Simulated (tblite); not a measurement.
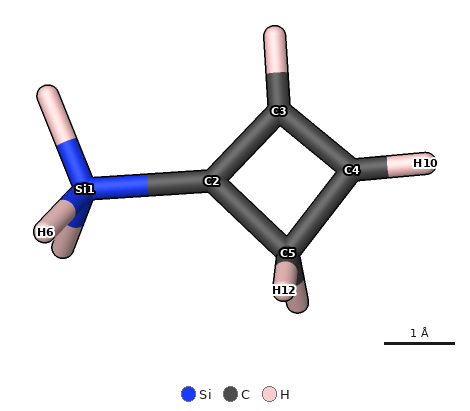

Fig. 1: The structure as given in the input (stick view, seen at a tilt; atoms are numbered from 1 in the order of the input).

## Run report: C$_{4}$H$_{7}$Si, frequency calculation

System: C$_{4}$H$_{7}$Si, multiplicity 2, SMILES [SiH3]C1=C[CH]C1.
Method: GFN2-xTB harmonic vibrations, gas phase (tblite 0.8.0).

It belongs to a series of runs on one base structure; here: H removed from sp3 C.

The program's output:
```
mode    cm-1     km/mol
  1      24.3      0.35
  2     133.3      0.90
  3     194.5      0.09
  4     361.7      0.33
  5     497.1      6.98
  6     523.8     84.92
  7     536.2     68.09
  8     610.7      6.11
  9     775.2    175.11
 10     788.2    373.26
 11     803.9    273.17
 12     832.2      1.47
 13     908.9      1.24
 14     973.5      4.33
 15     980.4      8.28
 16    1030.8      0.01
 17    1042.4     23.07
 18    1083.8      5.61
 19    1183.9      6.68
 20    1220.0      6.62
 21    1342.3      7.03
 22    1446.4      1.10
 23    1501.7      6.80
 24    2206.3    393.67
 25    2224.2    230.95
 26    2270.0    299.53
 27    2969.0     36.99
 28    2989.2     43.07
 29    3109.7     41.46
 30    3131.5     49.55
```

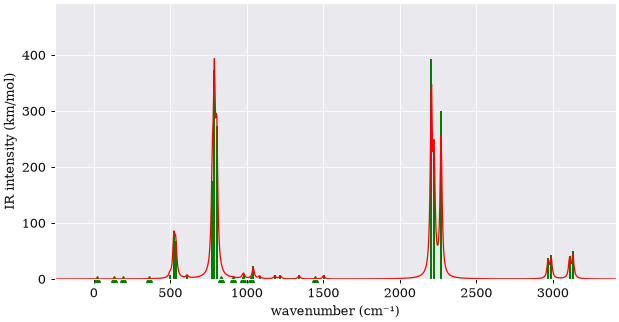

Fig. 2: Harmonic infrared spectrum, unscaled: sticks (degenerate modes added up, dark ones marked on the axis) with a Lorentzian envelope of 16 cm⁻¹ full width, scaled to the tallest stick. 30 modes from 24 to 3132 cm⁻¹, none imaginary. The strongest line is at 2206 cm⁻¹ (394 km/mol).

This output came from the following input.

The input:
```
{"job": {"kind": "ir", "xc": "GFN2-xTB", "basis": "xTB"}, "charge": 0, "multiplicity": 2}
Si     1.950698    -0.153690    -0.242686
C      0.141189    -0.066574     0.132995
C     -0.713656    -0.446598     1.182216
C     -1.847432     0.023202     0.566936
C     -1.059011     0.487703    -0.635814
H      2.481496     1.200009    -0.445422
H      2.631367    -0.798411     0.879646
H      2.166934    -0.923278    -1.474071
H     -0.532083    -0.931641     2.125107
H     -2.892043     0.063804     0.809512
H     -1.282782    -0.019591    -1.574404
H     -1.043478     1.564379    -0.805911
```

The first line tells a small driver script what to run in tblite; the rest is the geometry in Å.

Launch command:
```bash
OMP_NUM_THREADS=1 python <driver script> task.json out
```

Summary:

| quantity | value |
| --- | --- |
| outcome | converged |
| total energy | −373.8799 eV |
| zero-point energy | 53.8880 kcal/mol |
| hardware | 1 CPU thread, shared host |
| peak memory | 0.18 GiB |
